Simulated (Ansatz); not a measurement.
# BGeH5N (doublet): what the fields show

Input

```
crystal:
  periodic: [false, false, false]
  atoms:
    - {symbol: B, position_ang: [-0.810728, 1.044212, -1.169785]}
    - {symbol: N, position_ang: [-0.148420, 0.268045, -0.304243]}
    - {symbol: Ge, position_ang: [0.669751, -0.823435, 0.900508]}
    - {symbol: H, position_ang: [-1.752599, 0.600221, -1.782937]}
    - {symbol: H, position_ang: [-0.471420, 2.189853, -1.345883]}
    - {symbol: H, position_ang: [0.832914, -0.046450, 2.213835]}
    - {symbol: H, position_ang: [2.031733, -1.257934, 0.343395]}
    - {symbol: H, position_ang: [-0.259033, -2.031712, 1.089310]}
basis:
  gaussian: {orbitals: def2-TZVPP}
magnetization: {spin_polarized: true, initial_magnetization: 1}
hamiltonian: {xc: pbe0, dispersion: d4}
output: {orbitals: {seedname: orbitals}}
```

Launched as:

```sh
ansatz run in.yaml --threads 4 --pin off --events-out ev --progress --plain --max-ram 10444MiB
```

Geometry: PBE0-D4/def2-TZVP.

These are results of UKS PBE0-D4/def2-TZVPP in Ansatz 0.2.0, not measurements.

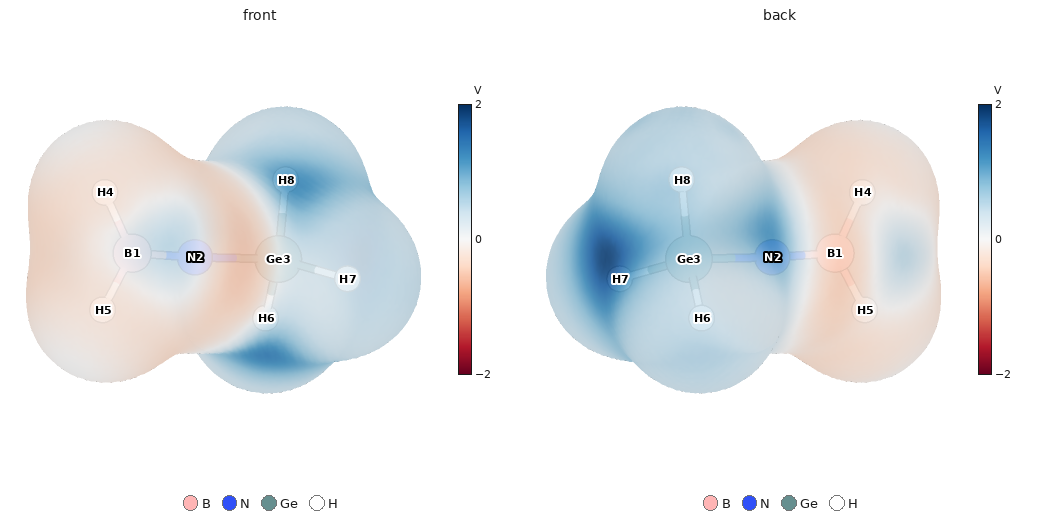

Figure 1. The electrostatic potential painted on the density surface at 0.002 e/bohr³, seen from the front and from behind; red is negative and blue positive.

**Which sites attract a positive test charge, and which a negative one?**

A positive charge is drawn to the negative regions and a negative charge to the positive ones. The most negative region (about −0.5 V) lies over N2, the most positive (about +1.7 V) over Ge3.

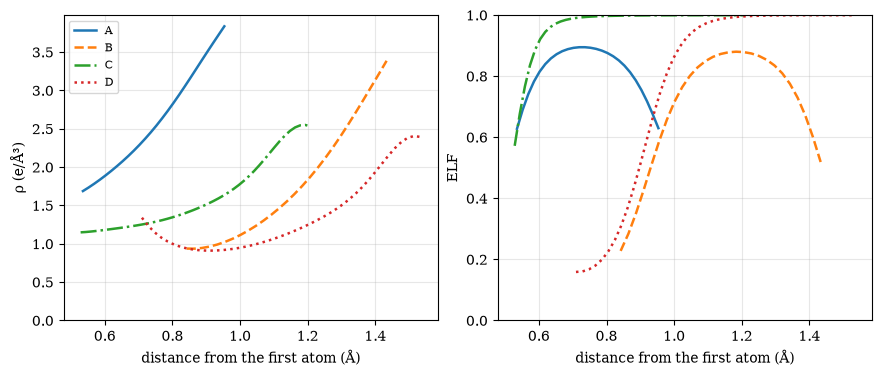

Figure 2. Total electron density and ELF along straight lines between neighbouring atoms. The curves leave out the atomic cores.

**Which curve belongs to which contact (B–H, B–N, Ge–H and Ge–N)? The first atom named is at distance zero.**

Curve A: B–N (1.34 Å): ρ at the midpoint is about 2.1 e/Å³; the ELF peaks at about 0.90 between the atoms: a polar covalent bond. Curve B: Ge–N (1.82 Å): ρ at the midpoint is about 0.96 e/Å³; the ELF peaks at about 0.90 in the valence shell of N, 0.6 Å from its nucleus, and is about 0.45 at the midpoint. Curve C: B–H (1.21 Å): ρ is about 1.2 e/Å³ halfway; the ELF climbs to about 1 towards the hydrogen, as it does in any bond to H: an ordinary covalent bond to hydrogen. Curve D: Ge–H (1.53 Å): ρ at the midpoint is about 1.1 e/Å³; the ELF climbs to about 1 towards the hydrogen.
